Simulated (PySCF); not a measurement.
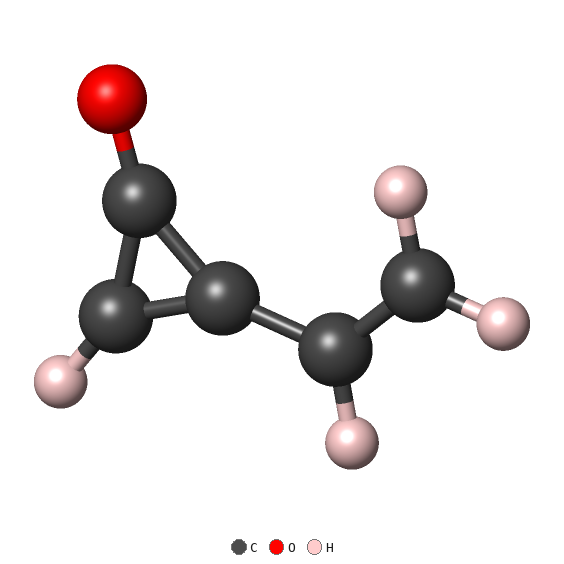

The picture shows a molecular structure as a ball-and-stick model. Every bond is drawn as one stick, whatever its order.

Description:

Formula C5H4O. Its SMILES string is `C=Cc1cc1=O`. Independent rings (smallest set): 1 of 3 members, 1 of them aromatic. Among its groups: alkene. This geometry has Cs symmetry. All atoms lie on one plane. Coordination, clear cases only: 2 C trigonal planar.

More results for the same structure follow; atom numbers are the same in all pictures, views and colours differ. The geometry was computed by an optimisation with PBE0-D3(BJ)/def2-SVP. No frequency run is at hand to confirm it as a minimum.

NMR shielding

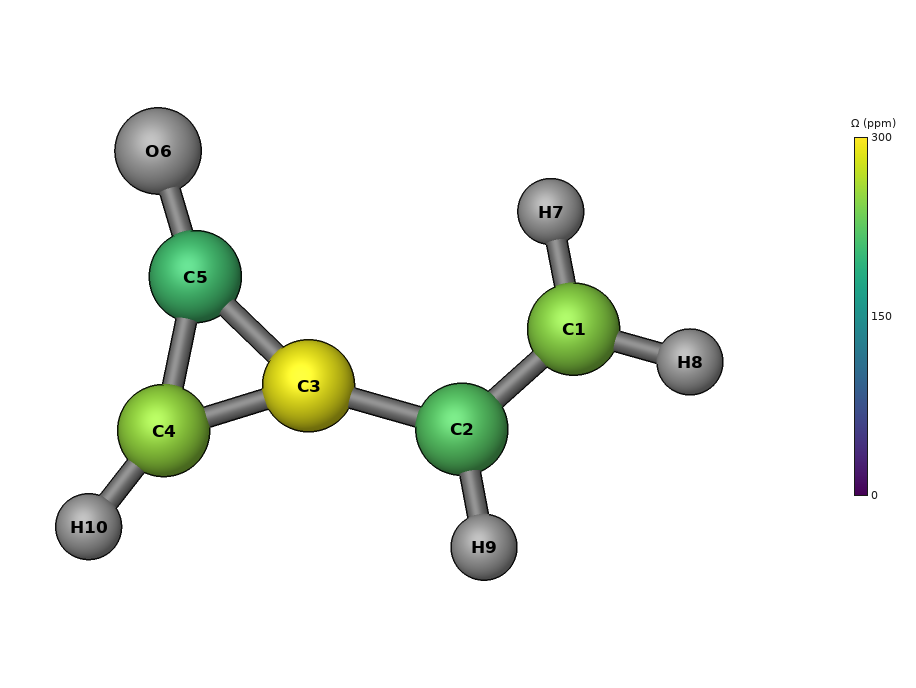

The C atoms are coloured by the span of their shielding tensor. No frequency run is at hand to confirm it as a minimum. Properties computed with GIAO B3LYP/pcSseg-2 NMR shielding, non-relativistic, gas phase (PySCF 2.14.0). Principal shieldings σ11 ≤ σ22 ≤ σ33, span Ω = σ33 − σ11, skew κ = 3(σiso − σ22)/Ω.

Question: Which C atom has the most anisotropic shielding?

Answer: C3, with a span of 290 ppm.

Give the shielding tensors of the C atoms.

```tsv
atom	σ11	σ22	σ33	σiso	Ω	κ
C1	−92.8	24.4	155.2	28.9	248.0	0.05
C2	−70.1	63.8	152.2	48.6	222.3	−0.21
C3	−115.4	−48.6	174.6	3.5	290.0	0.54
C4	−70.1	−32.6	182.8	26.7	252.9	0.70
C5	−94.1	48.3	116.7	23.6	210.8	−0.35
```

Shieldings and span in ppm.

Bond orders

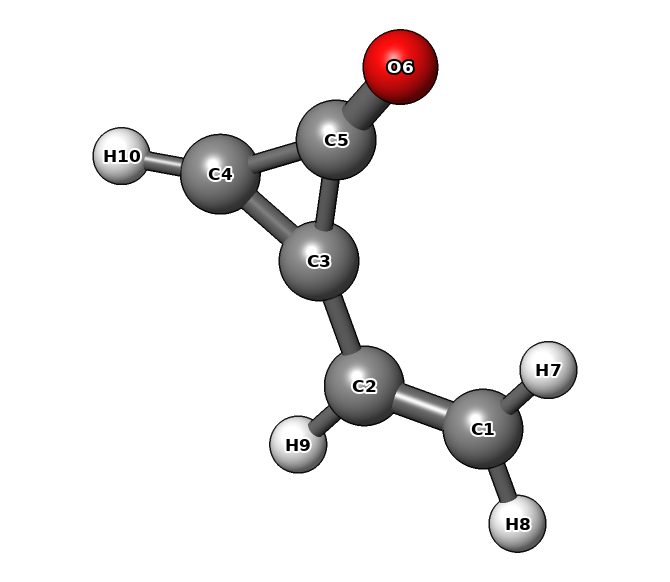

The thickness of each stick grows with its Mayer bond order. No frequency run is at hand to confirm it as a minimum. Method: PBE0/pcSseg-1 (PySCF 2.14.0).

Question: Which bond has the highest Mayer bond order?

Answer: C5–O6, 2.02, at a length of 1.201 Å.

List the Mayer bond orders of C1–C2, C1–H7, C1–H8, C2–C3, C2–H9, C3–C4, C3–C5, C4–C5, C4–H10, C5–O6.

| bond | Mayer order | length (Å) |
| --- | --- | --- |
| C1–C2 | 1.88 | 1.341 |
| C1–H7 | 0.95 | 1.094 |
| C1–H8 | 0.94 | 1.093 |
| C2–C3 | 1.08 | 1.441 |
| C2–H9 | 0.94 | 1.096 |
| C3–C4 | 1.31 | 1.355 |
| C3–C5 | 0.94 | 1.439 |
| C4–C5 | 1.02 | 1.425 |
| C4–H10 | 1.00 | 1.093 |
| C5–O6 | 2.02 | 1.201 |

Levels of theory compared

No frequency run is at hand to confirm it as a minimum. Program: PySCF 2.14.0.

At this fixed geometry, give HOMO energy (eV), HOMO–LUMO gap (eV), dipole (D) at these levels: B3LYP/def2-SVPD; B3LYP/pcJ-1; B3LYP/pcSseg-2; PBE0/pcSseg-1.

```
          level  HOMO energy (eV)  HOMO–LUMO gap (eV)  dipole (D)
B3LYP/def2-SVPD             −6.63                4.36        4.63
    B3LYP/pcJ-1             −6.56                4.38        4.38
 B3LYP/pcSseg-2             −6.60                4.35        4.55
  PBE0/pcSseg-1             −6.81                4.81        4.40
```
